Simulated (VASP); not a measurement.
```cif
data_structure
_symmetry_space_group_name_H-M 'P 1'
_symmetry_Int_Tables_number 1
_cell_length_a 4.0617
_cell_length_b 4.0617
_cell_length_c 4.0617
_cell_angle_alpha 90.000
_cell_angle_beta 90.000
_cell_angle_gamma 90.000
_cell_volume 67.01
loop_
_atom_site_label
_atom_site_type_symbol
_atom_site_fract_x
_atom_site_fract_y
_atom_site_fract_z
_atom_site_occupancy
S1 S 0.00000 0.00000 0.00000 1
F1 F 0.50000 0.50000 0.50000 1
Cu1 Cu 0.50000 0.50000 0.00000 1
Cu2 Cu 0.50000 0.00000 0.50000 1
Cu3 Cu 0.00000 0.50000 0.50000 1
```

Space group Pm-3m; a generated structure, not necessarily the stable one; computed pressure about −4 GPa in this cell.

The calculation used Kohn-Sham DFT of a periodic cell, LDA, VASP PAW LDA potentials, recommended in VASP 6.6.1.

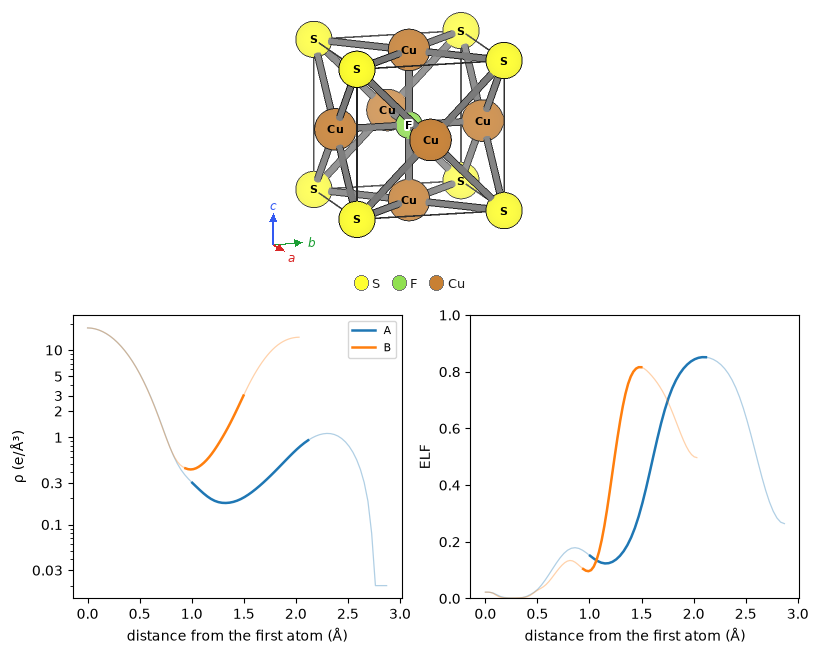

Cu3SF. Valence pseudo-density and ELF along straight lines between neighbouring atoms. Thin, pale parts lie inside the atomic spheres. The structure is drawn too.

The density is the valence pseudo-density of a PAW calculation; it isn't the true density close to the nuclei.

Which curve belongs to which contact (Cu–F and Cu–S)? The first atom named is at distance zero.

Answer. Curve A: Cu–S (2.87 Å): ρ at the midpoint is about 0.19 e/Å³; the ELF peaks at about 0.85 in the valence shell of S, 0.8 Å from its nucleus, and drops to about 0.10 between the two atoms. Curve B: Cu–F (2.03 Å): the density is about 0.43 e/Å³ at the midpoint; the ELF peaks at about 0.80 in the valence shell of F, 0.6 Å from its nucleus, and drops to about 0.10 between the two atoms (no localised pair shows between them).
